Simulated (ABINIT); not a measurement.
# SnO2 (Pnnm): G0W0 on several meshes in ABINIT

Aim: the GW shift of SnO2 (Pnnm) against the k mesh.

Program: ABINIT 10.8.3. Level of theory: LDA and many-body steps on it, plane waves. Results are calculated unless marked as measured.

## 1. The structure

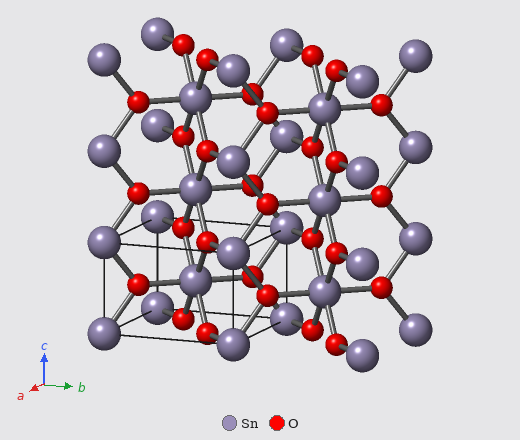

The starting structure, seen slightly off an axis (tin purple, oxygen red). 1×2×3 cells are drawn. Some periodic images of atoms are drawn too.

The cell and positions are those that the Materials Project relaxed with its own functionals (PBE, PBE+U or r2SCAN), kept fixed. This is not the form that SnO2 usually takes at ambient conditions.

## 2. Empty states on the mesh, 2×2×4 mesh, 374 bands

This step: ABINIT 10.8.3; DFT, LDA, plane waves, norm-conserving pseudopotentials.

The sums over transitions need many empty states on a uniform mesh; this step solves for them.

Contents of run.abi:

```
acell 3*1.0 Angstrom
rprim 
  4.788004000000 0.000000000000 0.000000000000
  0.000000000000 4.866582000000 0.000000000000
  0.000000000000 0.000000000000 3.240898000000
ntypat 2
znucl 50 8
natom 6
typat 1 1 2 2 2 2
xred 
  0.500000000000 0.500000000000 0.500000000000
  0.000000000000 0.000000000000 0.000000000000
  0.291855000000 0.321042000000 0.000000000000
  0.791855000000 0.178958000000 0.500000000000
  0.208145000000 0.821042000000 0.500000000000
  0.708145000000 0.678958000000 0.000000000000
pp_dirpath "pseudos"
pseudos "Sn.upf, O.upf"
ecut 42
ngkpt 2 2 4
nshiftk 1
shiftk 0 0 0
kptopt 1
chksymbreak 0
iscf -2
irdden 1
istwfk *1
nband 374
nbdbuf 34
tolwfr 1e-09
nstep 60
prtvol 0
indata_prefix "in"
outdata_prefix "out"
tmpdata_prefix "tmp"
```

Started as:

```
$ OMP_NUM_THREADS=1 mpirun -n 8 abinit run.abi > log
```

Numbers of over 12 decimals in the logs are rounded to 6 here.

Output:

```text
.Version 10.8.3 of ABINIT. v10.8.2 released Aug 2026.

 Symmetries : space group Pn n m (# 58); Bravais oP (primitive ortho.)
[... echo of the input left out ...]
== DATASET  1 ==================================================================
-   mpi_nproc: 8, omp_nthreads: 1 (-1 if OMP is not activated)
-    --> not optimal distribution: autoparal keyword recommended in input file <--

--- !DatasetInfo
iteration_state: {dtset: 1, }
dimensions: {natom: 6, nkpt: 12, mband: 374, nsppol: 1, nspinor: 1, nspden: 1, mpw: 6680, }
cutoff_energies: {ecut:  42.0, pawecutdg:  -1.0, }
[...]
5.45783    5.45837    5.46125    5.49402    5.49864    5.52135    5.52781    5.52812
   5.53034    5.53124    5.53154    5.54363    5.57120    5.59478    5.59802    5.60220
   5.61345    5.61617    5.62862    5.64496    5.66271    5.67659
 prteigrs : prtvol=0 or 1, do not print more k-points.

== END DATASET(S) ==============================================================
================================================================================

 -outvars: echo values of variables after computation  --------
            nband         374
             nkpt          12
          spgroup          58
 [... the other variables as echoed above ...]

 Calculation completed.
```

Run time: 4.1 min. Hardware: 8 MPI ranks of Arm Neoverse V2, shared host; peak memory 1.1 GiB; 33 min of CPU time.

Numbers from this step:

| Item | Value |
| --- | --- |
| gap | 0.6789 eV |
| k of the valence top | 0, 0, 0 |
| k of the conduction bottom | 0, 0, 0 |
| least direct gap | 0.6789 eV |
| k points computed | 12 |
| lowest point of the top converged band, above the valence top | 136.4825 eV |

On this mesh the gap is 0.679 eV.

The density comes from a self-consistent run that is not shown.

## 3. Screening, 2×2×4 mesh, 94 bands, screening to 68.6 eV

The RPA dielectric matrix is built and inverted for each q.

This step: RPA screening on LDA, plane waves, norm-conserving pseudopotentials.

run.abi: that of step 2 with these lines changed.

```diff
@@ -24,10 +24,11 @@
 chksymbreak 0
-iscf -2
-irdden 1
 istwfk *1
-nband 374
-nbdbuf 34
-tolwfr 1e-09
-nstep 60
-prtvol 0
+occopt 1
+irdwfk 1
+optdriver 3
+nband 94
+ecuteps 2.52
+inclvkb 2
+awtr 1
+symchi 1
 indata_prefix "in"
```

Output:

```text
.Version 10.8.3 of ABINIT. v10.8.2 released Aug 2026.

 Symmetries : space group Pn n m (# 58); Bravais oP (primitive ortho.)
[... echo of the input left out ...]
== DATASET  1 ==================================================================
-   mpi_nproc: 8, omp_nthreads: 1 (-1 if OMP is not activated)

--- !DatasetInfo
iteration_state: {dtset: 1, }
dimensions: {natom: 6, nkpt: 12, mband: 94, nsppol: 1, nspinor: 1, nspden: 1, mpw: 6680, }
cutoff_energies: {ecut:  42.0, pawecutdg:  -1.0, }
electrons: {nelect:   6.80000000E+01, charge:   0.00000000E+00, occopt:   1.00000000E+00, tsmear:   1.00000000E-02, }

 SCREENING: Calculation of the susceptibility and dielectric matrices

 Based on a program developped by R.W. Godby, V. Olevano, G. Onida, and L. Reining.
 Incorporated in ABINIT by V. Olevano, G.-M. Rignanese, and M. Torrent.
.Using double precision arithmetic ; gwpc =  8

[... cell and pseudopotentials left out ...]
--------------------------------------------------------------------------------

 ==== K-mesh for the wavefunctions ====
 Number of points in the irreducible wedge :    12
[... list of points left out ...]
 Together with  8 symmetry operations and time-reversal symmetry
 yields    16 points in the full Brillouin Zone.

 ==== Q-mesh for the screening function ====
 Number of points in the irreducible wedge :    12
[... list of points left out ...]
 Together with  8 symmetry operations and time-reversal symmetry
 yields    16 points in the full Brillouin Zone.

 setmesh: FFT mesh size selected  =    36x   36x   24
          total number of points  =        31104

 vcoul_init : cutoff-mode = AUXILIARY_FUNCTION
 q-points for optical limit:   1
     1)      0.000010    0.000020    0.000030

- screening: taking advantage of time-reversal symmetry
- Maximum band index for partially occupied states nbvw = 34
- Remaining bands to be divided among processors   nbcw = 60
- Number of bands treated by each node ~7

 Number of electrons calculated from density =   68.0000; Expected =   68.0000
 average of density, n =  0.133435
 r_s =    1.2140
 omega_plasma =   35.2363 [eV]

 calculating chi0 at frequencies [eV] :
  1    0.000000E+00    0.000000E+00
  2    0.000000E+00    3.523626E+01

--------------------------------------------------------------------------------
  q-point number  1        q = ( 0.000000, 0.000000, 0.000000) [r.l.u.]
--------------------------------------------------------------------------------
[... chi0 elements left out ...]
 For q-point:  0.000010 0.000020 0.000030
  dielectric constant =   6.8237
  dielectric constant without local fields =   6.9755

  Average fulfillment of the sum rule on Im[epsilon] for q-point    1 :     38.21  [%]
[... wings left out ...]
  q-point number  2        q = ( 0.500000, 0.000000, 0.000000) [r.l.u.]
--------------------------------------------------------------------------------
[... chi0 elements left out ...]
  Average fulfillment of the sum rule on Im[epsilon] for q-point    2 :     46.28  [%]

 [... 10 further q-points ...]
```

The job ended after 30 s (8 MPI ranks; peak memory 3 GiB).

Numbers from this step:

```yaml
eps_infinity_with_local_fields_on_this_mesh_along_the_program_s_q_direction: 6.824
the_same_without_local_fields: 6.976
plasma_frequency: 35.24 eV
plane_waves_in_the_screening_matrix: 97
```

Local fields lower ε∞ by 2 %. On a Γ-centred mesh this coarse the value itself is usually too large, while a short band sum pulls it down.

## 4. 2×2×4

The self-energy is evaluated for the states that the input lists, and the levels follow from it, in one-shot runs by the linearised quasiparticle equation.

This step: G0W0 on LDA, plane waves, norm-conserving pseudopotentials.

run.abi: that of step 3 with these lines changed.

```diff
@@ -27,8 +27,29 @@
 irdwfk 1
-optdriver 3
+optdriver 4
 nband 94
+gwcalctyp 0
+ecutsigx 42
+symsigma 1
+nkptgw 8
+kptgw 
+  0.0000000000 0.0000000000 0.0000000000
+  0.5000000000 0.0000000000 0.0000000000
+  0.0000000000 0.5000000000 0.0000000000
+  0.5000000000 0.5000000000 0.0000000000
+  0.0000000000 0.0000000000 0.5000000000
+  0.5000000000 0.0000000000 0.5000000000
+  0.0000000000 0.5000000000 0.5000000000
+  0.5000000000 0.5000000000 0.5000000000
+bdgw 
+  33 36
+  33 36
+  33 36
+  33 36
+  33 36
+  33 36
+  33 36
+  33 36
 ecuteps 2.52
-inclvkb 2
-awtr 1
-symchi 1
+irdscr 1
+ppmodel 1
 indata_prefix "in"
```

Output:

```text
.Version 10.8.3 of ABINIT. v10.8.2 released Aug 2026.

 Symmetries : space group Pn n m (# 58); Bravais oP (primitive ortho.)
[... echo of the input left out ...]
== DATASET  1 ==================================================================
-   mpi_nproc: 8, omp_nthreads: 1 (-1 if OMP is not activated)

--- !DatasetInfo
iteration_state: {dtset: 1, }
dimensions: {natom: 6, nkpt: 12, mband: 94, nsppol: 1, nspinor: 1, nspden: 1, mpw: 6680, }
cutoff_energies: {ecut:  42.0, pawecutdg:  -1.0, }
electrons: {nelect:   6.80000000E+01, charge:   0.00000000E+00, occopt:   1.00000000E+00, tsmear:   1.00000000E-02, }

 SIGMA: Calculation of the GW corrections

 Based on a program developped by R.W. Godby, V. Olevano, G. Onida, and L. Reining.
 Incorporated in ABINIT by V. Olevano, G.-M. Rignanese, and M. Torrent.
.Using double precision arithmetic ; gwpc =  8

[... cell and pseudopotentials left out ...]
--------------------------------------------------------------------------------

 ==== K-mesh for the wavefunctions ====
 Number of points in the irreducible wedge :    12
[... list of points left out ...]
 Together with  8 symmetry operations and time-reversal symmetry
 yields    16 points in the full Brillouin Zone.

 ==== Q-mesh for screening function ====
 Number of points in the irreducible wedge :    12
[... list of points left out ...]
 Together with  8 symmetry operations and time-reversal symmetry
 yields    16 points in the full Brillouin Zone.

 vcoul_init : cutoff-mode = AUXILIARY_FUNCTION
 q-points for optical limit:   1
     1)      0.000010    0.000020    0.000030
 setmesh: FFT mesh size selected  =    54x   54x   36
          total number of points  =       104976

 Number of electrons calculated from density =   68.0000; Expected =   68.0000
 average of density, n =  0.133435
 r_s =    1.2140
 omega_plasma =   35.2363 [eV]

 === KS Band Gaps ===
  >>>> For spin  1
   Minimum direct gap =   0.6791 [eV], located at k-point      :   0.0000  0.0000  0.0000
   Fundamental gap    =   0.6791 [eV], Top of valence bands at :   0.0000  0.0000  0.0000
                                       Bottom of conduction at :   0.0000  0.0000  0.0000
 SIGMA fundamental parameters:
 PLASMON POLE MODEL  1
 number of plane-waves for SigmaX                 6573
 number of plane-waves for SigmaC and W             97
 number of plane-waves for wavefunctions          6573
 number of bands                                    94
 number of independent spin polarizations            1
 number of spinorial components                      1
 number of k-points in IBZ                          12
 number of q-points in IBZ                          12
 number of symmetry operations                       8
 number of k-points in BZ                           16
 number of q-points in BZ                           16
 number of frequencies for dSigma/dE                 9
 frequency step for dSigma/dE [eV]                0.25
 number of omega for Sigma on real axis              0
 max omega for Sigma on real axis  [eV]           0.00
 zcut for avoiding poles [eV]                     0.10

 EPSILON^-1 parameters (SCR file):
 dimension of the eps^-1 matrix on file             97
 dimension of the eps^-1 matrix used                97
 number of plane-waves for wavefunctions          6573
 number of bands                                    94
 number of q-points in IBZ                          12
 number of frequencies                               2
 number of real frequencies                          1
 number of imag frequencies                          1

 matrix elements of self-energy operator (all in [eV])

 Perturbative Calculation

--- !SelfEnergy_ee
iteration_state: {dtset: 1, }
kpoint     : [   0.000,    0.000,    0.000, ]
spin       : 1
KS_gap     :    0.679
QP_gap     :    2.009
Delta_QP_KS:    1.330
data: !SigmaeeData |
     Band     E0 <VxcDFT>   SigX SigC(E0)      Z dSigC/dE  Sig(E)    E-E0       E
       33   5.006 -19.677 -25.272   5.362   0.783  -0.278 -19.859  -0.182   4.824
       34   5.618 -19.657 -24.993   5.135   0.788  -0.269 -19.815  -0.158   5.460
       35   6.297 -17.193 -13.551  -2.230   0.831  -0.203 -16.020   1.173   7.469
       36  11.113 -16.926 -11.066  -3.558   0.827  -0.210 -15.023   1.903  13.016

--- !SelfEnergy_ee
iteration_state: {dtset: 1, }
kpoint     : [   0.500,    0.000,    0.000, ]
spin       : 1
KS_gap     :    4.134
QP_gap     :    6.007
Delta_QP_KS:    1.873
data: !SigmaeeData |
     Band     E0 <VxcDFT>   SigX SigC(E0)      Z dSigC/dE  Sig(E)    E-E0       E
       33   5.187 -19.509 -25.275   5.456   0.783  -0.277 -19.751  -0.242   4.945
       34   5.187 -19.509 -25.275   5.456   0.783  -0.277 -19.751  -0.242   4.945
[...]
--- !SelfEnergy_ee
iteration_state: {dtset: 1, }
kpoint     : [   0.000,    0.500,    0.000, ]
spin       : 1
KS_gap     :    4.417
QP_gap     :    6.284
Delta_QP_KS:    1.867
data: !SigmaeeData |
     Band     E0 <VxcDFT>   SigX SigC(E0)      Z dSigC/dE  Sig(E)    E-E0       E
[...]
--- !SelfEnergy_ee
iteration_state: {dtset: 1, }
kpoint     : [   0.500,    0.500,    0.000, ]
spin       : 1
KS_gap     :    4.883
QP_gap     :    7.046
Delta_QP_KS:    2.164
data: !SigmaeeData |
     Band     E0 <VxcDFT>   SigX SigC(E0)      Z dSigC/dE  Sig(E)    E-E0       E
[...]
--- !SelfEnergy_ee
iteration_state: {dtset: 1, }
kpoint     : [   0.000,    0.000,    0.500, ]
spin       : 1
KS_gap     :    6.471
QP_gap     :    8.995
Delta_QP_KS:    2.524
data: !SigmaeeData |
     Band     E0 <VxcDFT>   SigX SigC(E0)      Z dSigC/dE  Sig(E)    E-E0       E
[...]
--- !SelfEnergy_ee
iteration_state: {dtset: 1, }
kpoint     : [   0.500,    0.000,    0.500, ]
spin       : 1
KS_gap     :    6.458
QP_gap     :    8.720
Delta_QP_KS:    2.263
data: !SigmaeeData |
     Band     E0 <VxcDFT>   SigX SigC(E0)      Z dSigC/dE  Sig(E)    E-E0       E
[...]
--- !SelfEnergy_ee
iteration_state: {dtset: 1, }
kpoint     : [   0.000,    0.500,    0.500, ]
spin       : 1
KS_gap     :    6.251
QP_gap     :    8.510
Delta_QP_KS:    2.259
data: !SigmaeeData |
     Band     E0 <VxcDFT>   SigX SigC(E0)      Z dSigC/dE  Sig(E)    E-E0       E
[...]
--- !SelfEnergy_ee
iteration_state: {dtset: 1, }
kpoint     : [   0.500,    0.500,    0.500, ]
spin       : 1
KS_gap     :    4.871
QP_gap     :    7.070
Delta_QP_KS:    2.199
data: !SigmaeeData |
     Band     E0 <VxcDFT>   SigX SigC(E0)      Z dSigC/dE  Sig(E)    E-E0       E
[...]
34   4.970 -19.262 -25.400   5.691   0.780  -0.283 -19.611  -0.349   4.621
       35   9.841 -17.397 -11.991  -3.174   0.829  -0.206 -15.547   1.850  11.691
       36   9.841 -17.397 -11.991  -3.174   0.829  -0.206 -15.547   1.850  11.691

== END DATASET(S) ==============================================================
================================================================================

 -outvars: echo values of variables after computation  --------
           etotal      0.0000000000E+00
            nband          94
             nkpt          12
          spgroup          58
 [... the other variables as echoed above ...]

 Calculation completed.
```

Run time: 7.2 s. Hardware: 8 MPI ranks; peak memory 1.8 GiB; 57 s of CPU time.

Numbers from this step:

```
G0W0 gap on the mesh                         : 2.009 eV
starting gap on the mesh                     : 0.6789 eV
k of the valence top                         : 0, 0, 0
k of the conduction bottom                   : 0, 0, 0
Z at the valence top                         : 0.788
Z at the conduction bottom                   : 0.831
least direct G0W0 gap on the computed points : 2.009 eV
```

The gap on the mesh goes from 0.68 eV to 2.01 eV, a correction of +1.33 eV.

## 5. Empty states on the mesh, 2×2×2 mesh, 102 bands

This step: DFT, LDA, plane waves, norm-conserving pseudopotentials.

Contents of run.abi:

```
acell 3*1.0 Angstrom
rprim 
  4.788004000000 0.000000000000 0.000000000000
  0.000000000000 4.866582000000 0.000000000000
  0.000000000000 0.000000000000 3.240898000000
ntypat 2
znucl 50 8
natom 6
typat 1 1 2 2 2 2
xred 
  0.500000000000 0.500000000000 0.500000000000
  0.000000000000 0.000000000000 0.000000000000
  0.291855000000 0.321042000000 0.000000000000
  0.791855000000 0.178958000000 0.500000000000
  0.208145000000 0.821042000000 0.500000000000
  0.708145000000 0.678958000000 0.000000000000
pp_dirpath "pseudos"
pseudos "Sn.upf, O.upf"
ecut 42
ngkpt 2 2 2
nshiftk 1
shiftk 0 0 0
kptopt 1
chksymbreak 0
iscf -2
irdden 1
istwfk *1
nband 102
nbdbuf 8
tolwfr 1e-09
nstep 60
prtvol 0
indata_prefix "in"
outdata_prefix "out"
tmpdata_prefix "tmp"
```

Output:

```text
.Version 10.8.3 of ABINIT. v10.8.2 released Aug 2026.

 Symmetries : space group Pn n m (# 58); Bravais oP (primitive ortho.)
[... echo of the input left out ...]
== DATASET  1 ==================================================================
-   mpi_nproc: 8, omp_nthreads: 1 (-1 if OMP is not activated)

--- !DatasetInfo
iteration_state: {dtset: 1, }
dimensions: {natom: 6, nkpt: 8, mband: 102, nsppol: 1, nspinor: 1, nspden: 1, mpw: 6680, }
cutoff_energies: {ecut:  42.0, pawecutdg:  -1.0, }
[...]
1.54479    1.55291    1.65098    1.65209    1.66523    1.72592    1.72931    1.74203
   1.74673    1.77987    1.78397    1.82893    1.85219    1.88876    1.89676    1.90076
   1.90359    1.90525    1.96836    1.98408    1.98797    2.00134
 prteigrs : prtvol=0 or 1, do not print more k-points.

== END DATASET(S) ==============================================================
================================================================================

 -outvars: echo values of variables after computation  --------
            nband         102
             nkpt           8
          spgroup          58
 [... the other variables as echoed above ...]

 Calculation completed.
```

It took 20 s on 8 MPI ranks; peak memory 0.66 GiB; 2.6 min of CPU time.

This step gave:

| Item | Value |
| --- | --- |
| gap | 0.6789 eV |
| k of the valence top | 0, 0, 0 |
| k of the conduction bottom | 0, 0, 0 |
| least direct gap | 0.6789 eV |
| k points computed | 8 |
| lowest point of the top converged band, above the valence top | 42.86 eV |

On this mesh the gap is 0.679 eV.

[end of part 1 of 2]

[Paths, hosts, dates, memory and timing lines, banners, echoed tables and standing remarks are left out of the program output.]

[Logs are printed without paths, hosts, clocks, repeated set-up lines and the standing remarks that a program may print on its own settings, such as how far it seeks lower states.]

[Runs of the session that timed out or met a known fault of the program may be left out.]

[Hosts, paths, dates, database ids (printed as entryN), source tags and the programs' standing remarks are cut or masked in the printed files.]

[G0W0 gaps are taken among the corrected bands and points alone; a level outside them can change the order at an edge.]

[Where Ansatz stands beside ABINIT at settings called matched, ABINIT's density can come from a denser mesh and the files from another edition; pairs whose starting gaps differed by over 0.03 eV were left out, so agreement reads better than it is.]
